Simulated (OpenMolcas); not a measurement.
## Multiconfigurational calculation: Be (part 2 of 2)

The same run, continued: Be. Method: state-averaged CASSCF, active space 2 electrons in the shells 2s 2p, basis ANO-RCC-VQZP, DKH2 scalar Hamiltonian, spin-orbit coupling by RASSI with atomic mean-field integrals (OpenMolcas).

Log (extracts), continued:
```
--- RASSCF ---
Wave function specifications:
      -----------------------------

      Number of closed shell electrons           2
      Number of electrons in active shells       2
      Max number of holes in RAS1 space          0
      Max nr of electrons in RAS3 space          0
      Number of inactive orbitals                1
      Number of active orbitals                  4
      Number of secondary orbitals              50
      Spin quantum number                      0.0
      State symmetry                             2
Orbital specifications:
      -----------------------

      Symmetry species                           1   2
                                                ag  au
      Frozen orbitals                            0   0
      Inactive orbitals                          1   0
      Active orbitals                            1   3
      RAS1 orbitals                              0   0
      RAS2 orbitals                              1   3
      RAS3 orbitals                              0   0
      Secondary orbitals                        27  23
      Deleted orbitals                           0   0
      Number of basis functions                 29  26
      Number of CSFs                             3
      Number of root(s) required                 3
      Iter CI   SX   CI       RASSCF       Energy    max ROT     max BLB   max BLB  Level Ln srch  Step   QN
          iter iter root      energy       change     param      element    value   shift minimum  type update
 Nr of preliminary CI iterations:   1
        1   1   11    0   -14.37151507    0.00E+00  -2.24E-01*   1   2 1 -2.34E-02*  0.00   0.00    SX    NO
        2   1   11    0   -14.38502272   -1.35E-02*  6.11E-02    2   3 1  2.92E-02*  0.00   0.00    SX    NO
        3   1   11    0   -14.38799147   -2.97E-03*  4.17E-02    2   3 1  1.22E-02*  0.00   0.00    SX    NO
        4   1   11    0   -14.38925170   -1.26E-03*  2.43E-02    2   3 1  8.97E-03*  0.00   0.00    SX    NO
        5   1   11    0   -14.38977032   -5.19E-04* -3.01E-02    2   3 1  5.33E-03*  0.00   2.40    LS   YES
        6   1    9    0   -14.39004493   -2.75E-04*  5.03E-03    2   5 1 -8.27E-04*  0.00   1.13    QN   YES
        7   1    8    0   -14.39004946   -4.53E-06*  2.86E-04    2   4 1 -7.91E-05   0.00   0.96    QN   YES
        8   1    7    0   -14.39004948   -2.04E-08*  1.33E-05    2   4 1 -1.24E-05   0.00   1.03    QN   YES
        9   1    3    0   -14.39004948   -1.58E-10  -1.50E-06    2   4 1 -5.99E-07   0.00   0.99    QN   YES
      Convergence after  9 iterations
       10   1    3    0   -14.39004948   -8.30E-13  -1.50E-06    2   5 1  1.13E-07   0.00   0.99    QN   YES
      Natural orbitals and occupation numbers for root  1
      sym 1:   1.000000
      sym 2:   0.000000   1.000000   0.000000
      Natural orbitals and occupation numbers for root  2
      sym 1:   1.000000
      sym 2:   1.000000   0.000000   0.000000
      Natural orbitals and occupation numbers for root  3
      sym 1:   1.000000
      sym 2:   1.000000   0.000000   0.000000
::    RASSCF root number  1 Total energy:    -14.39004948
::    RASSCF root number  2 Total energy:    -14.39004948
::    RASSCF root number  3 Total energy:    -14.39004948
--- RASSI ---
SPIN-FREE ENERGIES:
  (Shifted by EMIN (a.u.) =        -14.6138730074)

 SF State       Relative EMIN(au)   Rel lowest level(eV)    D:o, cm**(-1)      L_eff

     4             0.0000000000        0.0000000000              0.0000         0.0
    10             0.0999679621        2.7202668293          21940.4316         1.0
    11             0.0999679621        2.7202668293          21940.4316         1.0
    12             0.0999679621        2.7202668293          21940.4316         1.0
    13             0.2238235260        6.0905484158          49123.5859         1.0
    14             0.2238235260        6.0905484158          49123.5859         1.0
    15             0.2238235260        6.0905484158          49123.5859         1.0
     2             0.2754057991        7.4941735739          60444.5862         1.0
     3             0.2754057991        7.4941735739          60444.5862         1.0
     1             0.2754057991        7.4941735739          60444.5862         1.0
     9             0.3094348886        8.4201522714          67913.1081         2.0
     8             0.3094348886        8.4201522714          67913.1081         2.0
     5             0.3094348886        8.4201522714          67913.1081         2.0
     6             0.3094348886        8.4201522714          67913.1081         2.0
     7             0.3094348886        8.4201522714          67913.1081         2.0
     Dipole printing threshold changed to   1.00000000E+00

++ Dipole transition strengths (spin-free states):
   -----------------------------------------------
     for osc. strength at least  1.00000000E+00

  ( Max oscillator strength is only   0.48788356455786785      )
--
Eigenvalues of complex Hamiltonian:
   -----------------------------------
  (Shifted by EMIN (a.u.) =        -14.6138730074)

 SO State       Relative EMIN(au)   Rel lowest level(eV)    D:o, cm**(-1)     J-value

     1            -0.0000000001        0.0000000000              0.0000         0.0
     2             0.0999589859        2.7200225753          21938.4616         0.0
     3             0.0999634739        2.7201446998          21939.4466         1.0
     4             0.0999634739        2.7201446998          21939.4466         0.6
     5             0.0999634739        2.7201446998          21939.4466         0.6
     6             0.0999724502        2.7203889585          21941.4167         1.0
     7             0.0999724502        2.7203889585          21941.4167         1.8
     8             0.0999724502        2.7203889585          21941.4167         1.3
     9             0.0999724502        2.7203889585          21941.4167         1.8
    10             0.0999724502        2.7203889585          21941.4167         1.8
    11             0.2238235261        6.0905484206          49123.5859         0.6
    12             0.2238235261        6.0905484206          49123.5859         0.6
    13             0.2238235261        6.0905484206          49123.5859         1.0
    14             0.2753968691        7.4939305788          60442.6263         0.0
    15             0.2754013341        7.4940520763          60443.6063         0.6
    16             0.2754013341        7.4940520763          60443.6063         0.6
    17             0.2754013341        7.4940520763          60443.6063         1.0
    18             0.2754102630        7.4942950437          60445.5660         1.0
    19             0.2754102630        7.4942950437          60445.5660         1.8
    20             0.2754102630        7.4942950437          60445.5660         2.0
    21             0.2754102630        7.4942950437          60445.5660         1.8
    22             0.2754102630        7.4942950437          60445.5660         1.0
    23             0.3094348897        8.4201523035          67913.1084         1.1
    24             0.3094348897        8.4201523035          67913.1084         1.0
    25             0.3094348897        8.4201523035          67913.1084         1.8
    26             0.3094348897        8.4201523035          67913.1084         2.0
    27             0.3094348897        8.4201523035          67913.1084         1.8
Weights of the five most important spin-orbit-free states for each spin-orbit state.

 SO State  Total energy (au)           Spin-free states, spin, and weights
 -------------------------------------------------------------------------------------------------------
    1        -0.000000       4 0.0  1.0000    2 1.0  0.0000    3 1.0  0.0000    1 1.0  0.0000    9 0.0  0.0000
    2         0.099959      11 1.0  0.3333   12 1.0  0.3333   10 1.0  0.3333   14 0.0  0.0000   15 0.0  0.0000
    3         0.099963      12 1.0  0.5000   11 1.0  0.5000   10 1.0  0.0000   13 0.0  0.0000   14 0.0  0.0000
    4         0.099963      10 1.0  0.5000   12 1.0  0.4268   11 1.0  0.0733   14 0.0  0.0000   15 0.0  0.0000
    5         0.099963      10 1.0  0.5000   11 1.0  0.4268   12 1.0  0.0732   15 0.0  0.0000   14 0.0  0.0000
    6         0.099972      12 1.0  0.5000   11 1.0  0.5000   10 1.0  0.0000   15 0.0  0.0000   14 0.0  0.0000
    7         0.099972      10 1.0  0.5000   12 1.0  0.4268   11 1.0  0.0733   15 0.0  0.0000   13 0.0  0.0000
    8         0.099972      12 1.0  0.5960   11 1.0  0.2602   10 1.0  0.1438   15 0.0  0.0000   14 0.0  0.0000
    9         0.099972      10 1.0  0.5000   11 1.0  0.4268   12 1.0  0.0732   13 0.0  0.0000   14 0.0  0.0000
   10         0.099972      10 1.0  0.5229   11 1.0  0.4065   12 1.0  0.0707   14 0.0  0.0000   15 0.0  0.0000
   11         0.223824      15 0.0  1.0000   11 1.0  0.0000   10 1.0  0.0000   12 1.0  0.0000   14 0.0  0.0000
   12         0.223824      14 0.0  1.0000   12 1.0  0.0000   10 1.0  0.0000   11 1.0  0.0000   15 0.0  0.0000
```

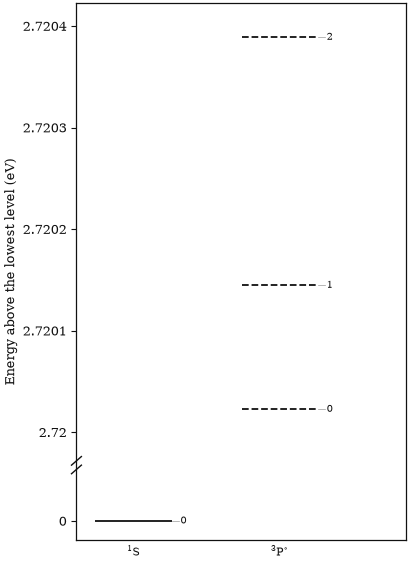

Figure 2. Level diagram of Be I (neutral beryllium). The lowest level is 2s² ¹S₀. The first excited level, 2s 2p ³P°₀, lies at 2.72 eV. It is also the lowest level of opposite parity. The leading LS term holds 100 % of a level on average.

```
Configuration  Level  E (eV)
          2s²    ¹S₀       0
        2s 2p   ³P°₀   2.720
        2s 2p   ³P°₁   2.720
        2s 2p   ³P°₂   2.720
```

Key numbers:

- outcome: converged
- lowest level: 2s² ¹S₀
- first excited level: 2s 2p ³P°₀, 21,938 cm⁻¹ (measured: 21,978)
- energy of the lowest spin-free term: −14.61387 hartree
- energy of the lowest spin-orbit level: −14.61387 hartree
- largest spread among components of a term: 0.0 cm⁻¹
- hardware: 1 CPU thread, shared host
- wall time: 16 s

Notes:

Without dynamic correlation the gaps between configurations can be off by an electronvolt or more. Limits: only configurations of the active space are included.
